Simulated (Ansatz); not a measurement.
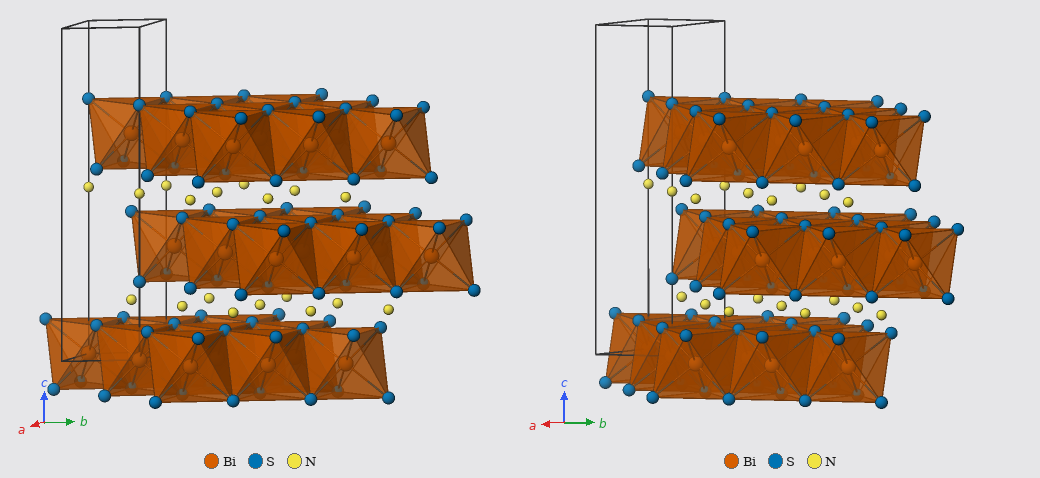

Polyhedra are drawn about Bi (bonds: Bi–S below 3.1 Å); other atoms are plain spheres. Two views of the same piece.

BiS₂N (space group R-3m, No. 166): the end point of a relaxation with DFT, PAW plane waves, r2scan in Ansatz 0.2.0; the starting structure was generated, so it need not be a known form of this composition.

Sharing among the drawn polyhedra:

```csv
site,polyhedron,corner-sharing neighbours,edge-sharing,face-sharing,bond (Å)
Bi,BiS6 octahedron,0,6,0,2.76
```

They form layers of edge-sharing octahedra parallel to (001).
